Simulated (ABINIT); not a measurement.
# KF (Carobbiite): G0W0 in ABINIT against the exchange cutoff

Wanted: the cheapest exchange cutoff that holds the gap of KF (Carobbiite).

Program: ABINIT 10.8.3. Level of theory: LDA and many-body steps on it, plane waves. Results are calculated unless marked as measured.

### 1. The structure

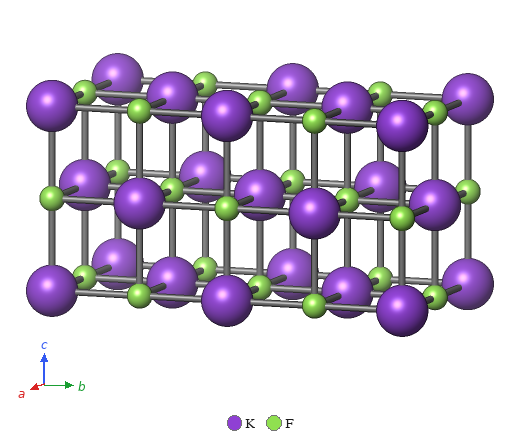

The cell as given, slightly off an axis (potassium purple, fluorine green). 1×2×1 cells are drawn. This picture shows the conventional cell, with its axes. Some periodic images of atoms are drawn too.

The cell and positions come from the Crystallography Open Database and are kept as given unless a step says otherwise.

### 2. Screening, 4×4×4 mesh, 29 bands, screening to 106.1 eV

This step: ABINIT 10.8.3; RPA screening on LDA, plane waves, norm-conserving pseudopotentials.

The RPA dielectric matrix is built and inverted for each q.

Contents of run.abi:

```
acell 3*1.0 Angstrom
rprim 
  -0.000000000000 2.671850000000 2.671850000000
  2.671850000000 -0.000000000000 2.671850000000
  2.671850000000 2.671850000000 0.000000000000
ntypat 2
znucl 19 9
natom 2
typat 1 2
xred 
  0.000000000000 0.000000000000 0.000000000000
  0.500000000000 0.500000000000 0.500000000000
pp_dirpath "pseudos"
pseudos "K.upf, F.upf"
ecut 36
ngkpt 4 4 4
nshiftk 1
shiftk 0 0 0
kptopt 1
chksymbreak 0
istwfk *1
occopt 1
irdwfk 1
optdriver 3
nband 29
ecuteps 3.9
inclvkb 2
awtr 1
symchi 1
indata_prefix "in"
outdata_prefix "out"
tmpdata_prefix "tmp"
```

On the command line:

```bash
$ OMP_NUM_THREADS=1 mpirun -n 4 abinit run.abi > log
```

Output:

```text
.Version 10.8.3 of ABINIT. v10.8.2 released Aug 2026.

 Symmetries : space group Fm -3 m (#225); Bravais cF (face-center cubic)
[... echo of the input left out ...]
== DATASET  1 ==================================================================
-   mpi_nproc: 4, omp_nthreads: 1 (-1 if OMP is not activated)

--- !DatasetInfo
iteration_state: {dtset: 1, }
dimensions: {natom: 2, nkpt: 8, mband: 29, nsppol: 1, nspinor: 1, nspden: 1, mpw: 2685, }
cutoff_energies: {ecut:  36.0, pawecutdg:  -1.0, }
electrons: {nelect:   1.60000000E+01, charge:   0.00000000E+00, occopt:   1.00000000E+00, tsmear:   1.00000000E-02, }

 SCREENING: Calculation of the susceptibility and dielectric matrices

 Based on a program developped by R.W. Godby, V. Olevano, G. Onida, and L. Reining.
 Incorporated in ABINIT by V. Olevano, G.-M. Rignanese, and M. Torrent.
.Using double precision arithmetic ; gwpc =  8

[... cell and pseudopotentials left out ...]
--------------------------------------------------------------------------------

 ==== K-mesh for the wavefunctions ====
 Number of points in the irreducible wedge :     8
[... list of points left out ...]
 Together with 48 symmetry operations and time-reversal symmetry
 yields    64 points in the full Brillouin Zone.

 ==== Q-mesh for the screening function ====
 Number of points in the irreducible wedge :     8
[... list of points left out ...]
 Together with 48 symmetry operations and time-reversal symmetry
 yields    64 points in the full Brillouin Zone.

 setmesh: FFT mesh size selected  =    25x   25x   25
          total number of points  =        15625

 vcoul_init : cutoff-mode = AUXILIARY_FUNCTION
 q-points for optical limit:   1
     1)      0.000010    0.000020    0.000030

- screening: taking advantage of time-reversal symmetry
- Maximum band index for partially occupied states nbvw = 8
- Remaining bands to be divided among processors   nbcw = 21
- Number of bands treated by each node ~5

 Number of electrons calculated from density =   16.0000; Expected =   16.0000
 average of density, n =  0.062152
 r_s =    1.5661
 omega_plasma =   24.0483 [eV]

 calculating chi0 at frequencies [eV] :
  1    0.000000E+00    0.000000E+00
  2    0.000000E+00    2.404829E+01

--------------------------------------------------------------------------------
  q-point number  1        q = ( 0.000000, 0.000000, 0.000000) [r.l.u.]
--------------------------------------------------------------------------------
[... chi0 elements left out ...]
 For q-point:  0.000010 0.000020 0.000030
  dielectric constant =   1.9344
  dielectric constant without local fields =   2.1293

  Average fulfillment of the sum rule on Im[epsilon] for q-point    1 :     30.98  [%]
[... wings left out ...]
  q-point number  2        q = ( 0.250000, 0.000000, 0.000000) [r.l.u.]
--------------------------------------------------------------------------------
[... chi0 elements left out ...]
  Average fulfillment of the sum rule on Im[epsilon] for q-point    2 :     50.13  [%]

 [... 6 further q-points ...]
```

It took 4.3 s on 4 MPI ranks of Arm Neoverse V1, shared host; peak memory 0.42 GiB.

Numbers from this step:

```
ε∞ with local fields, on this mesh, along the program's q direction : 1.934
the same without local fields                                       : 2.129
plasma frequency                                                    : 24.05 eV
plane waves in the screening matrix                                 : 113
```

Local fields lower ε∞ by 9 %. On a Γ-centred mesh this coarse the value itself is usually too large, while a short band sum pulls it down.

### 3. 3.6 Ha

This step: G0W0 on LDA, plane waves, norm-conserving pseudopotentials.

Edit run.abi of step 2 so:

```diff
@@ -23,8 +23,15 @@
 irdwfk 1
-optdriver 3
+optdriver 4
 nband 29
+gwcalctyp 0
+ecutsigx 3.6
+symsigma 1
+nkptgw 1
+kptgw 
+  0.0000000000 0.0000000000 0.0000000000
+bdgw 
+  6 12
 ecuteps 3.9
-inclvkb 2
-awtr 1
-symchi 1
+irdscr 1
+ppmodel 1
 indata_prefix "in"
```

Output:

```text
.Version 10.8.3 of ABINIT. v10.8.2 released Aug 2026.

 Symmetries : space group Fm -3 m (#225); Bravais cF (face-center cubic)
[... echo of the input left out ...]
== DATASET  1 ==================================================================
-   mpi_nproc: 4, omp_nthreads: 1 (-1 if OMP is not activated)

--- !DatasetInfo
iteration_state: {dtset: 1, }
dimensions: {natom: 2, nkpt: 8, mband: 29, nsppol: 1, nspinor: 1, nspden: 1, mpw: 2685, }
cutoff_energies: {ecut:  36.0, pawecutdg:  -1.0, }
electrons: {nelect:   1.60000000E+01, charge:   0.00000000E+00, occopt:   1.00000000E+00, tsmear:   1.00000000E-02, }

 SIGMA: Calculation of the GW corrections

 Based on a program developped by R.W. Godby, V. Olevano, G. Onida, and L. Reining.
 Incorporated in ABINIT by V. Olevano, G.-M. Rignanese, and M. Torrent.
.Using double precision arithmetic ; gwpc =  8

[... cell and pseudopotentials left out ...]
--------------------------------------------------------------------------------

 ==== K-mesh for the wavefunctions ====
 Number of points in the irreducible wedge :     8
[... list of points left out ...]
 Together with 48 symmetry operations and time-reversal symmetry
 yields    64 points in the full Brillouin Zone.

 ==== Q-mesh for screening function ====
 Number of points in the irreducible wedge :     8
[... list of points left out ...]
 Together with 48 symmetry operations and time-reversal symmetry
 yields    64 points in the full Brillouin Zone.

 vcoul_init : cutoff-mode = AUXILIARY_FUNCTION
 q-points for optical limit:   1
     1)      0.000010    0.000020    0.000030
 setmesh: FFT mesh size selected  =    25x   25x   25
          total number of points  =        15625

 Number of electrons calculated from density =   16.0000; Expected =   16.0000
 average of density, n =  0.062152
 r_s =    1.5661
 omega_plasma =   24.0483 [eV]

 === KS Band Gaps ===
  >>>> For spin  1
   Minimum direct gap =   5.8215 [eV], located at k-point      :   0.0000  0.0000  0.0000
   Fundamental gap    =   5.8215 [eV], Top of valence bands at :   0.0000  0.0000  0.0000
                                       Bottom of conduction at :   0.0000  0.0000  0.0000
 SIGMA fundamental parameters:
 PLASMON POLE MODEL  1
 number of plane-waves for SigmaX                   65
 number of plane-waves for SigmaC and W             65
 number of plane-waves for wavefunctions          2685
 number of bands                                    29
 number of independent spin polarizations            1
 number of spinorial components                      1
 number of k-points in IBZ                           8
 number of q-points in IBZ                           8
 number of symmetry operations                      48
 number of k-points in BZ                           64
 number of q-points in BZ                           64
 number of frequencies for dSigma/dE                 9
 frequency step for dSigma/dE [eV]                0.25
 number of omega for Sigma on real axis              0
 max omega for Sigma on real axis  [eV]           0.00
 zcut for avoiding poles [eV]                     0.10

 EPSILON^-1 parameters (SCR file):
 dimension of the eps^-1 matrix on file            113
 dimension of the eps^-1 matrix used                65
 number of plane-waves for wavefunctions          2685
 number of bands                                    29
 number of q-points in IBZ                           8
 number of frequencies                               2
 number of real frequencies                          1
 number of imag frequencies                          1

 matrix elements of self-energy operator (all in [eV])

 Perturbative Calculation

--- !SelfEnergy_ee
iteration_state: {dtset: 1, }
kpoint     : [   0.000,    0.000,    0.000, ]
spin       : 1
KS_gap     :    5.821
QP_gap     :    7.141
Delta_QP_KS:    1.320
data: !SigmaeeData |
     Band     E0 <VxcDFT>   SigX SigC(E0)      Z dSigC/dE  Sig(E)    E-E0       E
        6  -0.305 -21.597 -24.526   4.807   0.816  -0.225 -20.064   1.533   1.227
        7  -0.305 -21.597 -24.526   4.807   0.816  -0.225 -20.064   1.533   1.227
        8  -0.305 -21.597 -24.526   4.807   0.816  -0.225 -20.064   1.533   1.227
        9   5.516  -8.806  -3.116  -2.519   0.899  -0.112  -5.954   2.852   8.368
       10  10.239 -11.047  -3.927  -2.449   0.894  -0.119  -6.873   4.174  14.412
       11  10.239 -11.047  -3.927  -2.449   0.894  -0.119  -6.873   4.174  14.412
       12  10.239 -11.047  -3.927  -2.449   0.894  -0.119  -6.873   4.174  14.412

== END DATASET(S) ==============================================================
================================================================================

 -outvars: echo values of variables after computation  --------
           etotal      0.0000000000E+00
            nband          29
             nkpt           8
          spgroup         225
 [... the other variables as echoed above ...]

 Calculation completed.
```

Wall time 2.4 s (4 MPI ranks); peak memory 0.1 GiB.

Numbers from this step:

- G0W0 gap on the points computed: 7.141 eV
- starting gap on the mesh: 5.821 eV
- k of the valence top: 0, 0, 0
- k of the conduction bottom: 0, 0, 0
- Z at the valence top: 0.816
- Z at the conduction bottom: 0.899
- least direct G0W0 gap on the computed points: 7.141 eV

### 4. 7.2 Ha

Edit run.abi of step 3 so:

```diff
@@ -26,3 +26,3 @@
 gwcalctyp 0
-ecutsigx 3.6
+ecutsigx 7.2
 symsigma 1
```

Output:

```text
.Version 10.8.3 of ABINIT. v10.8.2 released Aug 2026.

 Symmetries : space group Fm -3 m (#225); Bravais cF (face-center cubic)
[... echo of the input left out ...]
== DATASET  1 ==================================================================
-   mpi_nproc: 4, omp_nthreads: 1 (-1 if OMP is not activated)

--- !DatasetInfo
iteration_state: {dtset: 1, }
dimensions: {natom: 2, nkpt: 8, mband: 29, nsppol: 1, nspinor: 1, nspden: 1, mpw: 2685, }
cutoff_energies: {ecut:  36.0, pawecutdg:  -1.0, }
electrons: {nelect:   1.60000000E+01, charge:   0.00000000E+00, occopt:   1.00000000E+00, tsmear:   1.00000000E-02, }

 SIGMA: Calculation of the GW corrections

 Based on a program developped by R.W. Godby, V. Olevano, G. Onida, and L. Reining.
 Incorporated in ABINIT by V. Olevano, G.-M. Rignanese, and M. Torrent.
.Using double precision arithmetic ; gwpc =  8

[... cell and pseudopotentials left out ...]
--------------------------------------------------------------------------------

 ==== K-mesh for the wavefunctions ====
 Number of points in the irreducible wedge :     8
[... list of points left out ...]
 Together with 48 symmetry operations and time-reversal symmetry
 yields    64 points in the full Brillouin Zone.

 ==== Q-mesh for screening function ====
 Number of points in the irreducible wedge :     8
[... list of points left out ...]
 Together with 48 symmetry operations and time-reversal symmetry
 yields    64 points in the full Brillouin Zone.

 vcoul_init : cutoff-mode = AUXILIARY_FUNCTION
 q-points for optical limit:   1
     1)      0.000010    0.000020    0.000030
 setmesh: FFT mesh size selected  =    27x   27x   27
          total number of points  =        19683

 Number of electrons calculated from density =   16.0000; Expected =   16.0000
[...]
number of q-points in BZ                           64
 number of frequencies for dSigma/dE                 9
 frequency step for dSigma/dE [eV]                0.25
 number of omega for Sigma on real axis              0
 max omega for Sigma on real axis  [eV]           0.00
 zcut for avoiding poles [eV]                     0.10

 EPSILON^-1 parameters (SCR file):
 dimension of the eps^-1 matrix on file            113
 dimension of the eps^-1 matrix used               113
 number of plane-waves for wavefunctions          2685
 number of bands                                    29
 number of q-points in IBZ                           8
 number of frequencies                               2
 number of real frequencies                          1
 number of imag frequencies                          1

 matrix elements of self-energy operator (all in [eV])

 Perturbative Calculation

--- !SelfEnergy_ee
iteration_state: {dtset: 1, }
kpoint     : [   0.000,    0.000,    0.000, ]
spin       : 1
KS_gap     :    5.821
QP_gap     :    8.868
Delta_QP_KS:    3.046
data: !SigmaeeData |
     Band     E0 <VxcDFT>   SigX SigC(E0)      Z dSigC/dE  Sig(E)    E-E0       E
        6  -0.305 -21.597 -27.883   5.124   0.806  -0.241 -22.533  -0.936  -1.242
        7  -0.305 -21.597 -27.883   5.124   0.806  -0.241 -22.533  -0.936  -1.242
        8  -0.305 -21.597 -27.883   5.124   0.806  -0.241 -22.533  -0.936  -1.242
        9   5.516  -8.806  -3.976  -2.480   0.898  -0.114  -6.696   2.110   7.626
       10  10.239 -11.047  -4.677  -2.418   0.893  -0.120  -7.519   3.528  13.766
       11  10.239 -11.047  -4.677  -2.418   0.893  -0.120  -7.519   3.528  13.766
       12  10.239 -11.047  -4.677  -2.418   0.893  -0.120  -7.519   3.528  13.766

== END DATASET(S) ==============================================================
================================================================================

 -outvars: echo values of variables after computation  --------
           etotal      0.0000000000E+00
            nband          29
             nkpt           8
          spgroup         225
 [... the other variables as echoed above ...]

 Calculation completed.
```

The job ended after 2.6 s (4 MPI ranks; peak memory 0.11 GiB; 10 s of CPU time).

Numbers from this step:

```yaml
g0w0_gap_on_the_points_computed: 8.868 eV
starting_gap_on_the_mesh: 5.821 eV
k_of_the_valence_top: 0, 0, 0
k_of_the_conduction_bottom: 0, 0, 0
z_at_the_valence_top: 0.806
z_at_the_conduction_bottom: 0.898
least_direct_g0w0_gap_on_the_computed_points: 8.868 eV
```

[end of part 1 of 2]

[Paths, hosts, dates, memory and timing lines, banners, echoed tables and standing remarks are left out of the program output.]

[Logs are printed without paths, hosts, clocks, repeated set-up lines and the standing remarks that a program may print on its own settings, such as how far it seeks lower states.]

[Runs of the session that timed out or met a known fault of the program may be left out.]

[Hosts, paths, dates, database ids (printed as entryN), source tags and the programs' standing remarks are cut or masked in the printed files.]

[G0W0 gaps are taken among the corrected bands and points alone; a level outside them can change the order at an edge.]

[Where Ansatz stands beside ABINIT at settings called matched, ABINIT's density can come from a denser mesh and the files from another edition; pairs whose starting gaps differed by over 0.03 eV were left out, so agreement reads better than it is.]
